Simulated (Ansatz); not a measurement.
**GaCl2O (SMILES [O][Ga]([Cl])[Cl]) at UBLYP/aug-cc-pVDZ**

What is the vertical electron affinity of GaCl2O at UBLYP/aug-cc-pVDZ? 

The calculation is run with Ansatz 0.2.0.

47 further runs of the same task are left out: 5 that didn't finish, 42 set aside as unsound or not needed.

## 1. The molecule

The species is GaCl2O (4 atoms), meant as a doublet with charge 0. As SMILES, `[O][Ga]([Cl])[Cl]`. The shape is that of a PBE0-D4/def2-TZVP optimisation.

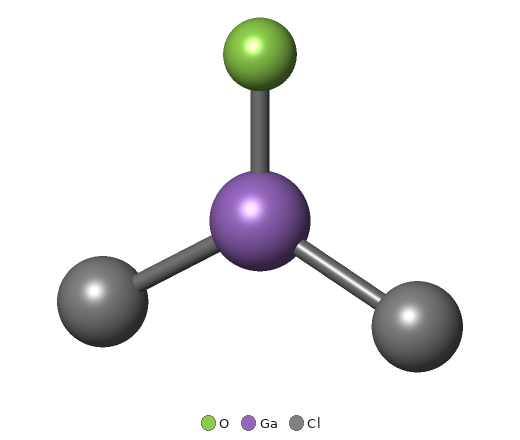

Viewed from a chosen angle; oxygen green, gallium purple, chlorine grey.

## 2. A single-point energy at UBLYP/aug-cc-pVDZ

The input, input.yaml:

```yaml
crystal:
  periodic: [false, false, false]
  atoms:
    - {symbol: O, position_ang: [0.746300, 1.055700, 1.312100]}
    - {symbol: Ga, position_ang: [0.035800, 0.016900, 0.034200]}
    - {symbol: Cl, position_ang: [0.760400, -1.952900, -0.180900]}
    - {symbol: Cl, position_ang: [-1.486800, 0.819800, -1.185700]}
basis:
  gaussian: {orbitals: aug-cc-pVDZ}
magnetization: {spin_polarized: true, initial_magnetization: 1}
hamiltonian: {xc: {name: BLYP}}
accuracy: high
output: {orbitals: {seedname: orbitals}}
```

Started as:

```
ansatz run input.yaml --threads 1 --pin off --max-ram 3480MiB --events-out events.jsonl --progress --plain --runs-dir runs
```

The program printed:

```text
Warning: RAYON_NUM_THREADS=1 ignored (pool sized by the plan → 1); use --threads N
Functional definition: BLYP
  name "BLYP"
  parameter beta = 0.0042
  parameter a = 0.04918
  parameter b = 0.132
  parameter c = 0.2533
  parameter d = 0.349
  exchange = b88_x(beta = beta)
  correlation = lyp_c(a = a, b = b, c = c, d = d)
2216 factors; integrals over basis functions are off by at most 3.7e-9 eV
mean field evaluation 1: about -79453.5407 eV, gradient 6.0e1 eV
mean field evaluation 2: about -79195.5331 eV, gradient 1.5e2 eV
mean field evaluation 4: about -79471.5824 eV, gradient 1.4e1 eV
mean field evaluation 8: about -79472.8570 eV, gradient 7.7e-2 eV
mean field evaluation 16: about -79472.8570 eV, gradient 2.7e-4 eV
mean field evaluation 32: about -79472.3898 eV, gradient 5.3e0 eV
mean field -79472.85702091 eV, -2920.5736268811 hartree, gradient 2.4e-8 eV, S^2 0.753863; 6 other end points of the search recorded, 0 dependent functions left out
reference -79472.85706967 eV, -2920.5736286732 hartree; 37, 36 occupied and 76, 77 virtual orbitals, 2216 factors
Total energy: -79472.85706967 eV, -2920.5736286732 hartree
```

It took 42 s on 1 thread of Arm Neoverse V2, shared host; peak memory 0.45 GiB.

## 3. The singlet anion at the same level

The input, in.yaml:

```yaml
crystal:
  periodic: [false, false, false]
  atoms:
    - {symbol: O, position_ang: [0.746300, 1.055700, 1.312100]}
    - {symbol: Ga, position_ang: [0.035800, 0.016900, 0.034200]}
    - {symbol: Cl, position_ang: [0.760400, -1.952900, -0.180900]}
    - {symbol: Cl, position_ang: [-1.486800, 0.819800, -1.185700]}
basis:
  gaussian:
    orbitals: aug-cc-pVDZ
accuracy: high
output: {orbitals: {seedname: orbitals}}
total_charge: -1
hamiltonian:
  xc: {name: BLYP}
```

Started as:

```
ansatz run in.yaml --threads 1 --pin off --max-ram 3480MiB --events-out events.jsonl --progress --plain --runs-dir runs
```

The program printed:

```text
Warning: RAYON_NUM_THREADS=1 ignored (pool sized by the plan → 1); use --threads N
Functional definition: BLYP
  name "BLYP"
  parameter beta = 0.0042
  parameter a = 0.04918
  parameter b = 0.132
  parameter c = 0.2533
  parameter d = 0.349
  exchange = b88_x(beta = beta)
  correlation = lyp_c(a = a, b = b, c = c, d = d)
2216 factors; integrals over basis functions are off by at most 3.7e-9 eV
mean field evaluation 1: about -79468.8701 eV, gradient 5.7e1 eV
mean field evaluation 2: about -79262.4214 eV, gradient 1.8e2 eV
mean field evaluation 4: about -79474.9284 eV, gradient 2.2e1 eV
mean field evaluation 8: about -79476.1599 eV, gradient 2.8e-1 eV
mean field evaluation 16: about -79476.1604 eV, gradient 1.9e-4 eV
mean field -79476.16037984 eV, -2920.6950230827 hartree, gradient 9.1e-8 eV, S^2 0.000000; 0 other end points of the search recorded, 0 dependent functions left out
reference -79476.16042806 eV, -2920.6950248548 hartree; 37, 37 occupied and 76, 76 virtual orbitals, 2216 factors
Total energy: -79476.16042806 eV, -2920.6950248548 hartree
```

It took 14 s on 1 thread of Arm Neoverse V2, shared host; peak memory 0.32 GiB.

## 4. Outcome

Level: UBLYP/aug-cc-pVDZ.

| quantity | value |
| --- | --- |
| doublet GaCl2O: total energy | -2920.57363 Eh |
| doublet GaCl2O: HOMO energy (highest over α and β) | -7.69 eV |
| doublet GaCl2O: LUMO energy (lowest over α and β) | -6.79 eV |
| doublet GaCl2O: ⟨S²⟩ | 0.754 |
| singlet anion: total energy | -2920.69502 Eh |
| singlet anion: HOMO energy | 0.09 eV |
| singlet anion: LUMO energy | 2.22 eV |
| singlet anion: HOMO–LUMO gap (to an unbound level, set by the basis) | 2.13 eV |
| vertical electron affinity (to the singlet anion) | 3.303 eV |

In words: At fixed nuclei the extra electron is bound by 3.30 eV (319 kJ/mol). The HOMO (singlet anion) lies at positive energy, 0.09 eV, as semi-local functionals often give for anions; only total energies tell whether the electron is bound.
